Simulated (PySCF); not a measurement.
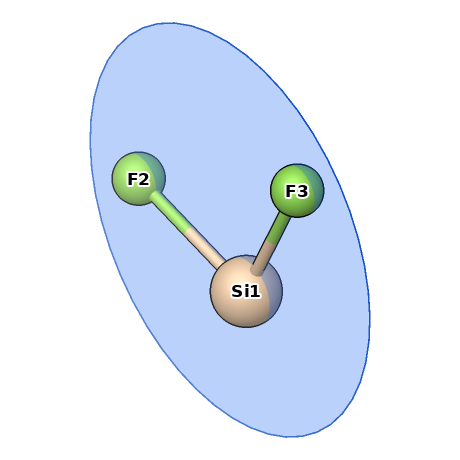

A disc through the centre of mass is drawn in. Atoms fade into the background with distance from the viewer. The computed structure is the end point of a PBE0-D3(BJ)/def2-SVP optimisation. No frequency run is at hand to confirm it as a minimum.

> Is the plane of the disc a mirror plane of the structure?

Yes. The reflection leaves Si1, F2, F3 in place. The point group is C2v.
